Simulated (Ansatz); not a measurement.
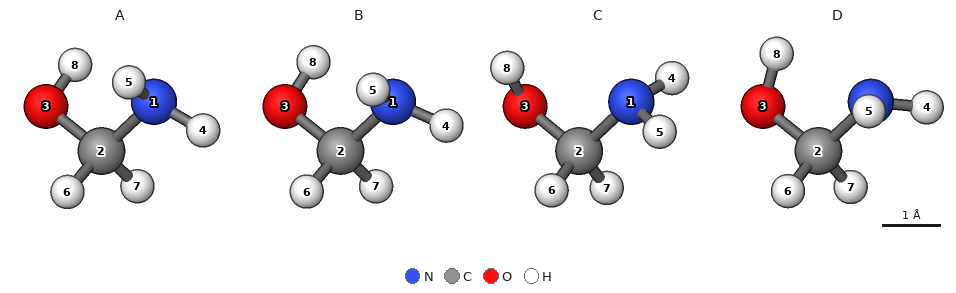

4 geometries from a converged minimum-energy path of CH₅NO, shuffled. A ball-and-stick model, seen from a free direction.

Method: RKS BLYP-D4/def2-SVP in Ansatz. Run with 5 movable images; climbing image; force threshold 0.05 eV/Å; iteration limit 60; starting path through a guess of the saddle point.

One of them is the converged climbing image. Which?

Answer. D. In order along the path, whose images run from 0 to 6: C (image 0, 0.00 kcal/mol), D (image 2, +1.85 kcal/mol), B (image 5, +0.21 kcal/mol), A (image 6, 0.00 kcal/mol). The motion is a rotation about the C2–O3 bond by about 95°, with a turn of about 80° about N1–C2. No bond forms or breaks between the ends. Among the angles between lasting bonds that change up to the highest image: N1–C2–H7 115.2° → 110.5°, O3–C2–H7 104.7° → 108.9°.

Cost: 79 s on 1 thread of Arm Neoverse V1, on a shared host, peak memory 0.23 GiB.
